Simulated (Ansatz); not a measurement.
Hypothetical rock salt ZrSi, pressure series

Start from ZrSi in the rock salt structure (space group Fm-3m, No. 225; a = 5.341 Å; a hypothetical phase, not in the database extracts checked).

Cell and atoms are relaxed at each pressure.

All numbers come from PBEsol (Ansatz, a first-principles code, PAW, no SOC).

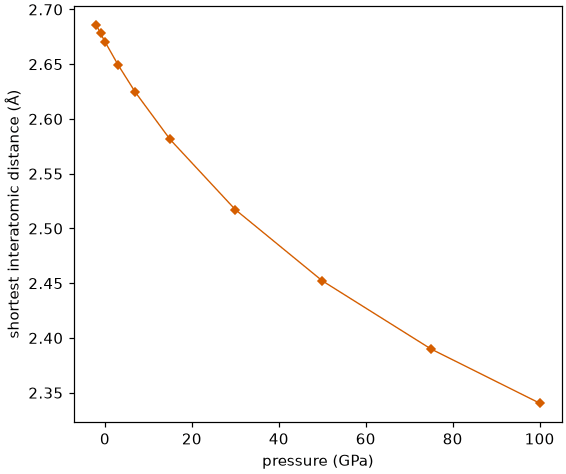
Shortest interatomic distance against pressure

| pressure (GPa) | shortest interatomic distance |
|---|---|
| -2 | 2.686 Å |
| -1 | 2.678 Å |
| 3 | 2.650 Å |
| 7 | 2.624 Å |
| 15 | 2.581 Å |
| 30 | 2.517 Å |
| 50 | 2.452 Å |
| 75 | 2.390 Å |
| 100 | 2.340 Å |

Load acts through the strain it causes; cell and atoms are relaxed under it. No phonon test of stability was made. Competing high-pressure phases were not computed. All final runs are without spin polarisation.
